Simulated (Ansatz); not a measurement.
**triplet HF: levels of theory compared**

We compute a comparison of 6 runs (UHF/STO-3G, UB3LYP/6-31G*, U-r2SCAN/cc-pVTZ, U-wB97M-V/cc-pVTZ, RPA@PBE0/cc-pVTZ, UCCSDT/cc-pVTZ) of triplet HF. 

The results are computed with Ansatz 0.2.0.

37 further runs of the same task are left out: 37 set aside as unsound or not needed.

**1. The molecule**

The species is HF (2 atoms), meant as a triplet with charge 0. SMILES of the parent species: `F`. The coordinates come from a PBE0-D4/def2-TZVP relaxation. That shape belongs to the parent species and isn't relaxed for this state.

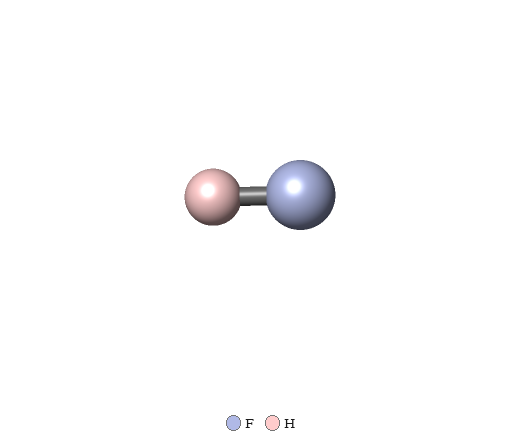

Viewed from a chosen angle; fluorine light blue, hydrogen pink.

**2. The energy at UHF/STO-3G (run 1)**

File job.yaml:

```yaml
crystal:
  periodic: [false, false, false]
  atoms:
    - {symbol: F, position_ang: [-0.390000, 0.144600, -0.196400]}
    - {symbol: H, position_ang: [0.390000, -0.144600, 0.196400]}
basis:
  gaussian: {orbitals: STO-3G}
magnetization: {spin_polarized: true, initial_magnetization: 2}
hamiltonian: {xc: hf}
accuracy: high
output: {orbitals: {seedname: orbitals}}
```

The run is started by

```console
$ ansatz run job.yaml --threads 1 --pin off --max-ram 3480MiB --events-out events.jsonl --progress --plain --runs-dir runs
```

Standard output:

```text
Warning: RAYON_NUM_THREADS=1 ignored (pool sized by the plan → 1); use --threads N
Functional definition: HF
  name "HF"
  exchange = exact_x
  correlation = 0
77 factors; integrals over basis functions are off by at most 3.5e-8 eV
mean field evaluation 1: about -2670.8014 eV, gradient 5.7e0 eV
mean field evaluation 2: about -2670.9204 eV, gradient 5.6e0 eV
mean field evaluation 4: about -2671.2314 eV, gradient 3.3e-2 eV
mean field evaluation 8: about -2671.2311 eV, gradient 3.1e-6 eV
mean field -2671.23112823 eV, -98.1659333369 hartree, gradient 1.3e-9 eV, S^2 2.000000; 0 other end points of the search recorded, 0 dependent functions left out
reference -2671.23112823 eV, -98.1659333369 hartree; 6, 4 occupied and 0, 2 virtual orbitals, 77 factors
Total energy: -2671.23112823 eV, -98.1659333369 hartree
```

Run time: 0.04 s. Hardware: 1 thread of Arm Neoverse V1, shared host.

**3. The energy at UB3LYP/6-31G(d) (spherical functions) (run 2)**

File job.yaml:

```yaml
crystal:
  periodic: [false, false, false]
  atoms:
    - {symbol: F, position_ang: [-0.390000, 0.144600, -0.196400]}
    - {symbol: H, position_ang: [0.390000, -0.144600, 0.196400]}
basis:
  gaussian:
    orbitals: 6-31G_st_-spherical.json
output:
  orbitals: {seedname: orbitals}
magnetization:
  spin_polarized: true
  initial_magnetization: 2
hamiltonian:
  xc: {name: B3LYP}
accuracy: high
```

The basis set 6-31G* is read from a file made from the Basis Set Exchange's data (not shown).

The run is started by

```console
$ ansatz run job.yaml --threads 1 --pin off --max-ram 3480MiB --events-out events.jsonl --progress --plain --runs-dir runs
```

Standard output:

```text
Warning: RAYON_NUM_THREADS=1 ignored (pool sized by the plan → 1); use --threads N
Functional definition: B3LYP
  name "B3LYP"
  parameter a0 = 0.2
  parameter ax = 0.72
  parameter ac = 0.81
  exchange = (1 - a0 - ax)*slater_x + ax*b88_x + a0*exact_x
  correlation = (1 - ac)*vwn_rpa_c + ac*lyp_c
242 factors; integrals over basis functions are off by at most 2.7e-9 eV
mean field evaluation 1: about -2721.8447 eV, gradient 7.2e0 eV
mean field evaluation 2: about -2721.9951 eV, gradient 5.4e0 eV
mean field evaluation 4: about -2722.0784 eV, gradient 1.1e-1 eV
mean field evaluation 8: about -2722.0767 eV, gradient 1.3e-3 eV
mean field evaluation 16: about -2722.0767 eV, gradient 5.4e-8 eV
mean field -2722.07665027 eV, -100.0344718075 hartree, gradient 5.4e-8 eV, S^2 2.001142; 0 other end points of the search recorded, 0 dependent functions left out
reference -2722.07667054 eV, -100.0344725526 hartree; 6, 4 occupied and 10, 12 virtual orbitals, 242 factors
Total energy: -2722.07667054 eV, -100.0344725526 hartree
```

Run time: 0.56 s. Hardware: 1 thread of Arm Neoverse V1, shared host.

**4. The energy at U-r2SCAN/cc-pVTZ (run 3)**

File job.yaml:

```yaml
crystal:
  periodic: [false, false, false]
  atoms:
    - {symbol: F, position_ang: [-0.390000, 0.144600, -0.196400]}
    - {symbol: H, position_ang: [0.390000, -0.144600, 0.196400]}
basis:
  gaussian: {orbitals: cc-pVTZ}
magnetization: {spin_polarized: true, initial_magnetization: 2}
hamiltonian: {xc: r2scan}
accuracy: high
output: {orbitals: {seedname: orbitals}}
```

The run is started by

```console
$ ansatz run job.yaml --threads 1 --pin off --max-ram 3480MiB --events-out events.jsonl --progress --plain --runs-dir runs
```

Standard output:

```text
Warning: RAYON_NUM_THREADS=1 ignored (pool sized by the plan → 1); use --threads N
Functional definition: r2SCAN
  name "r2SCAN"
  parameter k0 = 0.174
  parameter k1 = 0.065
  parameter a1 = 4.9479
  exchange = r2scan_x(k0 = k0, k1 = k1, a1 = a1)
  correlation = r2scan_c
585 factors; integrals over basis functions are off by at most 3.6e-9 eV
mean field evaluation 1: about -2722.6180 eV, gradient 1.0e1 eV
mean field evaluation 2: about -2722.8836 eV, gradient 6.7e0 eV
mean field evaluation 4: about -2722.9963 eV, gradient 3.6e-1 eV
mean field evaluation 8: about -2722.9836 eV, gradient 9.2e-3 eV
mean field evaluation 16: about -2722.9836 eV, gradient 4.0e-7 eV
mean field -2722.98355877 eV, -100.0678000803 hartree, gradient 6.0e-8 eV, S^2 2.002260; 0 other end points of the search recorded, 0 dependent functions left out
reference -2722.98355982 eV, -100.0678001188 hartree; 6, 4 occupied and 38, 40 virtual orbitals, 585 factors
Total energy: -2722.98355982 eV, -100.0678001188 hartree
```

Run time: 2.2 s. Hardware: 1 thread of Arm Neoverse V1, shared host; peak memory 0.12 GiB.

Runs 4 to 5 aren't shown in full; the table further down has their settings and results.

**5. The energy at UCCSDT/cc-pVTZ (run 6)**

File input.yaml:

```yaml
crystal:
  periodic: [false, false, false]
  atoms:
    - {symbol: F, position_ang: [-0.390000, 0.144600, -0.196400]}
    - {symbol: H, position_ang: [0.390000, -0.144600, 0.196400]}
basis:
  gaussian:
    orbitals: cc-pVTZ
magnetization:
  spin_polarized: true
  initial_magnetization: 2
accuracy: high
correlation:
  method: ccsdt
  frozen_orbitals: {F: 1, H: 0}
scf:
  omitted_lower_state_checks: [cluster_reference, increment]
```

The run is started by

```console
$ ansatz run input.yaml --threads 1 --pin off --max-ram 3480MiB --events-out events.jsonl --progress --plain --runs-dir runs
```

Standard output:

```text
Warning: RAYON_NUM_THREADS=1 ignored (pool sized by the plan → 1); use --threads N
[... 12 lines left out ...]
1 core orbitals not correlated: weight in the atoms' cores, before any rotation towards them, 1.000 or more for the frozen orbitals, at most 0.000 for the correlated occupied ones
[... 20 lines left out ...]
Total energy: -2720.08398921 eV, -99.9612428643 hartree
Checks for a lower state left out: cluster_reference, increment
```

It took 9.3 s on 1 thread of Arm Neoverse V1, shared host; peak memory 0.23 GiB.

**6. The series**

| run | level | frozen core orbitals | energy (Eh) | HOMO energy (eV) | ⟨S²⟩ | wall time |
| --- | --- | --- | --- | --- | --- | --- |
| 1 | UHF/STO-3G | – | -98.165933 | 0.28 | 2.000 | 0.04 s |
| 2 | UB3LYP/6-31G* (spherical functions) | – | -100.034473 | -1.51 | 2.001 | 0.56 s |
| 3 | U-r2SCAN/cc-pVTZ | – | -100.067800 | -2.20 | 2.002 | 2.2 s |
| 4 | U-wB97M-V/cc-pVTZ | – | -100.075735 | -4.81 | 2.001 | 6.3 s |
| 5 | RPA@PBE0/cc-pVTZ | 1 | -100.058915 | – | 2.002 | 1.3 s |
| 6 | UCCSDT/cc-pVTZ | 1 | -99.961243 | – | 2.004 | 9.3 s |

**7. Summary of results**

| quantity | value |
| --- | --- |
| run 6: total energy | -99.96124 Eh |
| run 6: correlation energy (1 core orbital frozen) | -228.3 mEh |
| run 6: ⟨S²⟩ of the reference determinant | 2.004 |
| run 6: T1 diagnostic | 0.007 |

What this shows: Totals of different functionals can't be ranked against each other. In run 1 the basis is minimal, so the values are rough. All runs together took 20 s, the longest 9.3 s.
